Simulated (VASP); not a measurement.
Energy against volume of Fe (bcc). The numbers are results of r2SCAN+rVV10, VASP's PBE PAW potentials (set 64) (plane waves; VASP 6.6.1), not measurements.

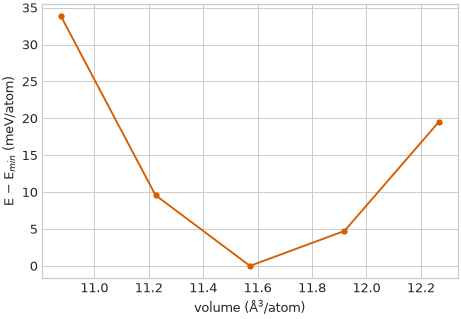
*Energy against volume*

**Question.** Estimate the equilibrium volume and the bulk modulus.

**Answer.** The minimum lies near 11.6 Å³/atom, and the curvature gives B0 of about 200 GPa.

Measured: bulk modulus 174 GPa at 0 K (computed value off by +12.8 %), as given by H. Levämäki et al., Physical Review B (2014), arXiv:1402.3671 [corrected for temperature and zero-point phonon effects]; a 2.853 Å at 0 K (computed value off by +0.0 %), as given by Daniel Mejia-Rodriguez et al., Physical Review B (2018), arXiv:1807.09216 [static lattice: zero-point anharmonic expansion removed].

The compound is Fe in the bcc structure. It was relaxed first.
